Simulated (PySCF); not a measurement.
Consider C$_{8}$H$_{6}$N$_{2}$ (SMILES C=Nc1cccc(C#N)c1).

```xyz
16

C     2.8990   -1.0049    0.1433
N     1.7959   -1.0171    0.7375
C     0.6847   -0.3068    0.3264
C     0.7409    1.0650    0.0649
C    -0.4109    1.7667   -0.2429
C    -1.6295    1.1189   -0.3146
C    -1.6905   -0.2527   -0.0569
C    -2.9336   -0.9242   -0.1330
N    -3.9438   -1.4614   -0.2012
C    -0.5433   -0.9632    0.2776
H     3.7197   -1.5550    0.5810
H     3.0894   -0.4936   -0.8048
H     1.6924    1.5730    0.1302
H    -0.3554    2.8275   -0.4378
H    -2.5308    1.6592   -0.5607
H    -0.5917   -2.0224    0.4794
```

Geometry: GFN2-xTB.

The calculation used PySCF 2.14.0, PBE0/pcSseg-1, SCF density, gas phase, non-relativistic.

Predict the electron density and electron localisation function between the atoms.

C–N (1.15 Å): ρ at the midpoint is about 3.6 e/Å³; the ELF peaks at about 0.85 between the atoms; a multiple bond.
C–C (1.38 Å): ρ is about 2.1 e/Å³ halfway; the ELF peaks at about 0.95 between the atoms, as expected for localised, covalent bonding.
C–H (1.08 Å): ρ is about 2.1 e/Å³ halfway; the ELF climbs to about 1 towards the hydrogen, as it does in any bond to H: a covalent bond by its length.

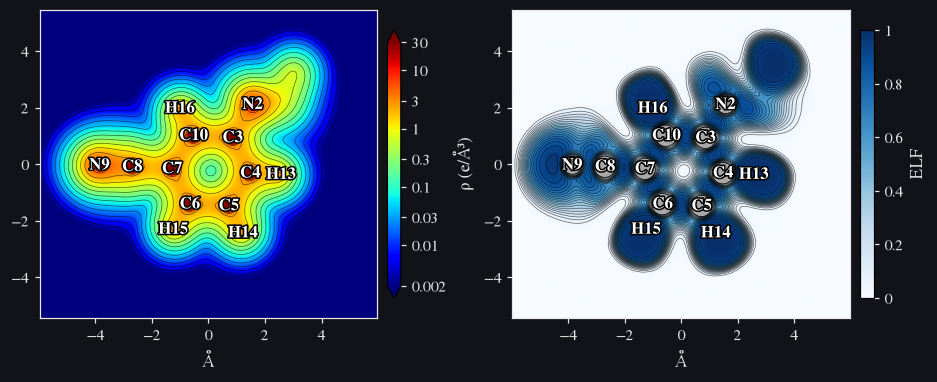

Computed electron density and electron localisation function on the plane of atoms C3, C10 and H16, in this order. Grey discs cover the atomic cores in the ELF map. 
